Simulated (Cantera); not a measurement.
Charge: 1 mol B, 2.8 mol O₂, 21 mol N₂, equilibrated at 0.00750 bar.

Cantera equilibrium calculation (NASA polynomials, part measured and part estimated; ideal gas, pure solids and liquids). Candidate condensed phases: B, BN, B₂O₃; 17 gas species. Kinetics and transport are ignored.

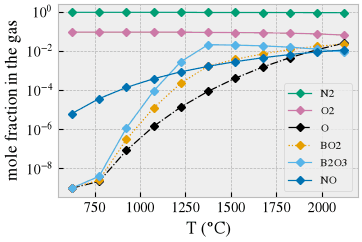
*Equilibrium gas composition (values under 1e-9 drawn at 1e-9)*

From 625 °C to 1225 °C the condensed part is B₂O₃(l). From 1375 °C to 2125 °C nothing is condensed.
